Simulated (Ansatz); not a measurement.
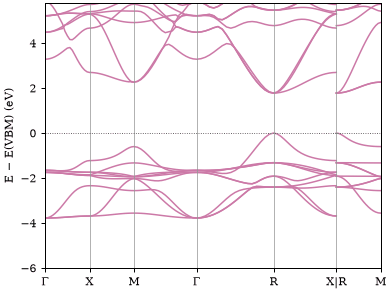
Fig. 1. Band structure from PBE (plane waves, PAW; program Ansatz)

Q: Read off the gap and where the band edges lie.

A: About 1.8 eV (1.78 eV by a search for the band edges); maximum at R, minimum at R.

The material is CsPbBr3 (cubic perovskite, Pm-3m).

This is a known high-temperature phase of the composition, computed here at zero pressure and temperature. Symmetry was held in the PBE relaxation; whether a distortion lowers the energy is not shown. Spin–orbit coupling is left out wherever it is not named.

Potentials: the later of the program's two PAW sets.
